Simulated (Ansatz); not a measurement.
Consider this structure.

```xyz
8
Lattice="5.6034 0.0000 0.0000 0.0000 5.6034 0.0000 0.0000 0.0000 5.6034" Properties=species:S:1:pos:R:3 pbc="T T T"
Ga    0.0000    0.0000    0.0000
As    1.4008    1.4008    1.4008
Ga    0.0000    2.8017    2.8017
As    1.4008    4.2025    4.2025
Ga    2.8017    0.0000    2.8017
As    4.2025    1.4008    4.2025
Ga    2.8017    2.8017    0.0000
As    4.2025    4.2025    1.4008
```

Q: Say what kind of structure these coordinates give.

A: Chemical formula GaAs. Space group F-43m (No. 216), lattice face-centred cubic. Type of structure: zinc blende (sphalerite type). Counting shared atoms by their share gives 4 Ga, 4 As, or 8 atoms. The polyhedra are GaAs4 tetrahedra; they share corners. Ga is coordinated by four As in a tetrahedral arrangement at 2.43 Å. Each As atom has four Ga in a tetrahedral arrangement at 2.43 Å around it. The bonds build a three-dimensional framework.

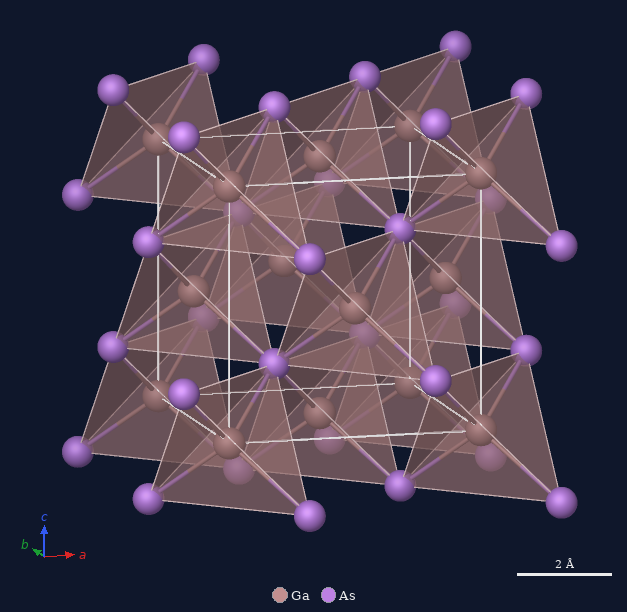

Structure drawing (polyhedral), viewed slightly off an axis. The conventional unit cell is drawn as a box. Some neighbours outside the box are added. Colours: gallium pink, arsenic purple.

Provenance: a structure listed in the Materials Project. Earlier steps of the study may have refined or changed the cell and positions. Ansatz was used for an electronic-structure calculation on it.
